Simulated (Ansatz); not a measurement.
# Gd (Im-3m): convergence test of the k-point mesh in Python

How fine a k-point mesh does Gd (Im-3m) need? A script is to give a convergence test of the k-point mesh; the system is Gd (Im-3m).

All numbers are computed with Ansatz 0.2.0, driven from Python. Level of theory: DFT PBEsol, plane waves, PAW.

### 1 The system

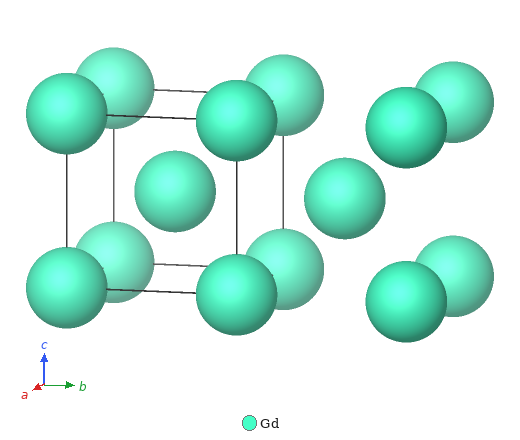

The structure that the script starts from, seen slightly off an axis (gadolinium teal). 1×2×1 cells are drawn. The cell is the conventional one. Atoms on cell faces are repeated.

No structure file is read: the coordinates are typed or built in the script.

### 2 The script

The input, gd.py:

```python
"""Convergence of Gd with the k-point mesh."""

import csv

import ansatz as az

lattice = az.Lattice.of(
    (-2.025, 2.025, 2.025),
    (2.025, -2.025, 2.025),
    (2.025, 2.025, -2.025),
)
sites = [
    ("Gd", (0.0, 0.0, 0.0)),
]
xtal = az.Crystal(lattice=lattice)
for symbol, position in sites:
    xtal = xtal.atom(symbol, position)
xtal = xtal.moments(Gd=7)

job = (
    xtal.calculation()
    .functional("pbesol")
    .basis(31 * az.Ry)
    .occupations("fermi_dirac", width=0.15)
    .spin(az.SpinTreatment.COLLINEAR)
)

rows = []
for value in [0.8, 0.6, 0.5, 0.4, 0.33]:
    data = job.kpoints(spacing=value).run().report
    rows.append((value, data["free_energy_ev"] / len(data["lattice"]["sites"]), data["n_iterations"], data["magnetization_mub"], data["n_kpoints"]))

with open("kconv.csv", "w", newline="") as handle:
    writer = csv.writer(handle)
    writer.writerow(["spacing (1/A)", "F/atom (eV)", "iterations", "moment (muB)", "k-points"])
    writer.writerows([round(v, 5) if isinstance(v, float) else v for v in row] for row in rows)

# the last row is the reference
for row in rows[:-1]:
    shift = 1000 * (row[1] - rows[-1][1])
    print(f"{row[0]}: {shift:+.2f} meV/atom" + ("  (within 5 meV)" if abs(shift) < 5 else ""))
```

### 3 What the engine is handed

The engine receives this input (first run):

```yaml
crystal:
  lattice:
    - [-2.025, 2.025, 2.025]
    - [2.025, -2.025, 2.025]
    - [2.025, 2.025, -2.025]
  atoms:
    - { symbol: Gd, position: [0.0, 0.0, 0.0] }
basis:
  ecutwfc: 421.77648681281397
kpoints:
  mp_grid:
    kspacing: 0.8
hamiltonian:
  xc: pbesol
magnetization:
  spin_polarized: true
  per_species:
    Gd: 7.0
scf:
  occupations:
    method: fermi_dirac
    width: 0.15
```

### 4 The run

Command:

```sh
python gd.py
```

Output:

```text
0.8: +18.66 meV/atom
0.6: -4.06 meV/atom  (within 5 meV)
0.5: -5.74 meV/atom
0.4: +0.76 meV/atom  (within 5 meV)
```

Wall time 7.2 s (1 thread of Arm Neoverse V2, shared host); peak memory 0.37 GiB.

kconv.csv, as written:

```csv
spacing (1/A),F/atom (eV),iterations,moment (muB),k-points
0.8,-9227.93608,11,7.81529,4
0.6,-9227.9588,10,7.61595,8
0.5,-9227.96048,10,7.6542,10
0.4,-9227.95398,10,7.48205,16
0.33,-9227.95474,10,7.52016,20
```

### 5 What changed from run to run

The engine's inputs for some of the other runs:

Run 2, against run 1:

```diff
@@ -12 +12 @@
-    kspacing: 0.8
+    kspacing: 0.6
```

Run 3, against run 1:

```diff
@@ -12 +12 @@
-    kspacing: 0.8
+    kspacing: 0.5
```

Run 5, against run 1:

```diff
@@ -12 +12 @@
-    kspacing: 0.8
+    kspacing: 0.33
```

### 6 What each run gave

The 5 runs, in the order started:

| run | k spacing | energy from run 5 (meV/atom) | moment (μB/cell) | SCF cycles | CPU time (s) |
| --- | --- | --- | --- | --- | --- |
| 1 | 0.8 | 18.66 | 7.82 | 11 | 0.89 |
| 2 | 0.6 | -4.06 | 7.62 | 10 | 1 |
| 3 | 0.5 | -5.74 | 7.65 | 10 | 1.1 |
| 4 | 0.4 | 0.76 | 7.48 | 10 | 1.5 |
| 5 | 0.33 | 0.00 | 7.52 | 10 | 1.8 |

Energies are free energies F = E - TS of the smeared occupations. 

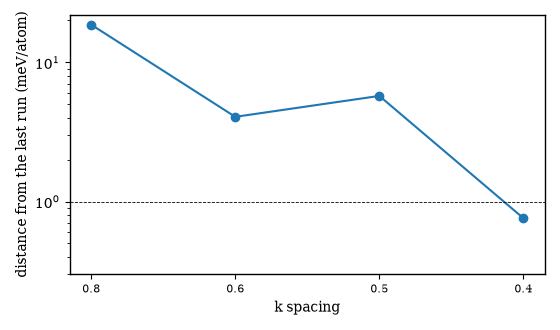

How far each run lies from the last one; the dashed line marks 1 meV/atom.

### 7 Results

| quantity | value |
| --- | --- |
| runs compared | 5 |
| last run but one, from the last | +0.76 meV/atom |
| within 5 meV/atom of the last run from | 0.4 |

**Reading.** From a spacing of 0.4 (6×6×6) on it stays within 5 meV an atom of the value at a spacing of 0.33 (7×7×7); the first row (a spacing of 0.8 (3×3×3)) is off by 18.7 meV and the last but one by 0.76 meV. That rests on few rows after larger swings, so the series isn't shown to be converged. This holds for F at a smearing of 0.15 eV; a narrower one needs a denser mesh. It goes up and down, since the sum over k-points isn't variational. Notes:
- Open f shells: without a Hubbard U, without spin-orbit coupling; the state reached hangs on the start and needn't be the lowest.
- The overall sign of a collinear moment is arbitrary, and semilocal functionals can give small moments to compounds that are paramagnetic.
- A Fermi-Dirac width this large means warm electrons, whose thermal share enters the free energy.
- A row within the bound is followed by one outside it, so the series isn't shown to be converged.
- This isn't the structure that Gd takes at ambient conditions.
- Shifts are counted from the finest mesh, which is itself no proven limit.
